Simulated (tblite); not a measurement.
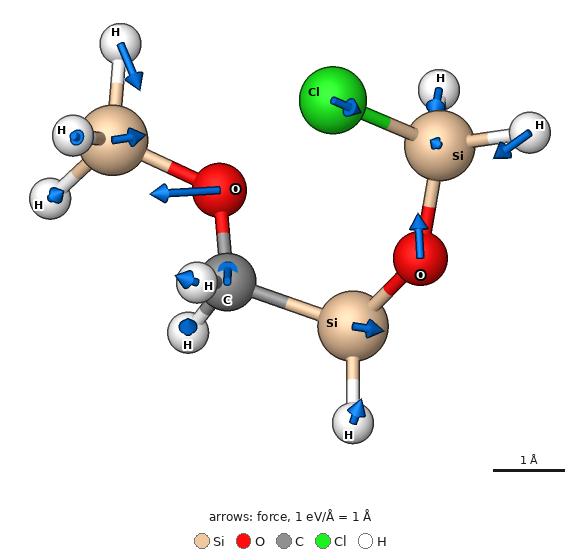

Starting geometry of CH8ClO2Si3 (multiplicity 2) with the computed forces as blue arrows. A ball-and-stick model, seen at a tilt.

These are results of tblite 0.8.0, GFN2-xTB geometry optimisation, gas phase, not measurements. 

Question: Is this structure relaxed? If not, where do the atoms go?

Answer: It isn't relaxed: the largest force vector, on an O atom, is 1.10 eV/Å. The final displacements have little in common with the starting forces (cosine between the two patterns 0.26). After 114 geometry steps the energy has fallen by 37.7 kJ/mol. An H atom moves most after the best rigid fit: 0.87 Å. Largest moves by element: H 0.87 Å, O 0.48 Å, Cl 0.46 Å, Si 0.42 Å, C 0.23 Å. Some distances before and after: O–Si 1.675 → 1.622 Å, Cl–Si 2.046 → 2.007 Å, H–Si 1.488 → 1.454 Å, O–Si 1.650 → 1.617 Å. Among the angles between lasting bonds that change: Si–O–C 117.6° → 128.4°, O–Si–H 109.2° → 98.7°, Si–O–Si 139.5° → 149.0°. Groups turn about O–Si by about 40°, O–Si by about 30°.
